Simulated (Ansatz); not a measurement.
Starting cell, BN (h-BN type, space group P6_3/mmc):

```xyz
4
Lattice="2.5064 0.0000 0.0000 -1.2532 2.1706 0.0000 0.0000 0.0000 6.6147" Properties=species:S:1:pos:R:3 pbc="T T T"
B      0.0000     1.4471     1.6537
B      1.2532     0.7235     4.9610
N      0.0000     1.4471     4.9610
N      1.2532     0.7235     1.6537
```

Scan: atom 4 (N, nearest neighbour B at 1.447 Å; its periodic images, 2.5 Å or more away, move with it) is displaced towards the nearest neighbour, direction (-0.866, 0.500, 0.000) in Cartesian axes, by s. The other atoms stay.

Method: PBE-D3(BJ) (plane waves to 420 eV, PAW, scalar-relativistic; Ansatz, a first-principles code). k mesh 12×12×4 (Γ-centred), Fermi-Dirac smearing 0.05 eV. Energies are smeared free energies. Stress and pressure are positive under compression. BN was relaxed with its symmetry unable to fall. The zero of ΔE is the undisplaced structure.

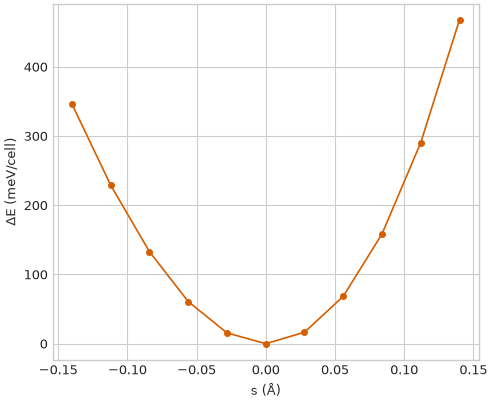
Figure. ΔE (meV/cell) against s (Å); computed points joined by lines.

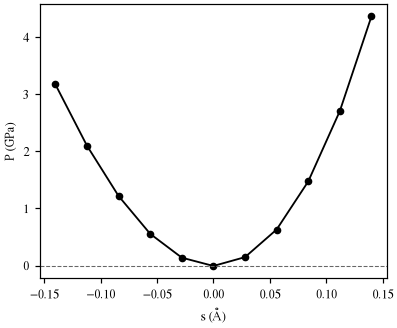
*P (GPa) against s (Å); computed points joined by lines.*

The force constant k = d²E/ds² at s = 0 (finite differences) comes out as 41.2 eV/Å² and the energy at s = 0.140 Å comes out as 468 meV/cell. The force along the line at s = -0.140 Å is 4.53 eV/Å. Harmonic estimate at the end of the scan: ½ks² = 404 meV/cell against the computed 468 meV/cell, so the well is stiffer than harmonic there. Symmetry of the curve: not even: the positive side lies higher at ±0.140 Å.

The forces along the line at the two nearest points give (1.104 − (-1.204)) / (2·0.028) = 41.21 eV/Å²; the next pair corrects for the finite step.

(For displaced atoms, the force is minus the slope of the energy, and its curvature is a force constant, which sets phonon frequencies.)
